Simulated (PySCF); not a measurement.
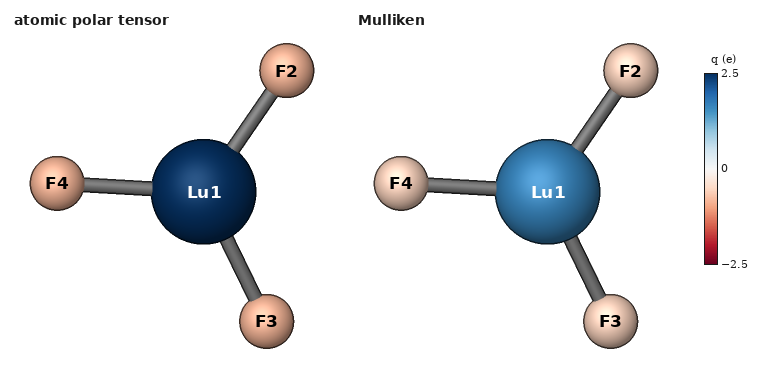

Atomic charges of one calculation by 2 schemes, on one colour scale. Charge 0, singlet. The computed structure is the end point of a PBE0/lcecp-1/def2-TZVP with core potentials optimisation. Method: PBE0/lcecp-1/def2-TZVP, core potentials on Lu (PySCF 2.14.0).

Question: Which scheme gives the most polar picture (largest mean size of the charges)?

Answer: The atomic polar tensor charges are the largest in size here.

List the charges (e), one line for each set of equivalent atoms.

| atom | atomic polar tensor | Mulliken |
| --- | --- | --- |
| Lu1 | 2.49 | 1.67 |
| F2, F3, F4 | −0.83 | −0.56 |

The search tried a few shapes and spins; others may lie lower.
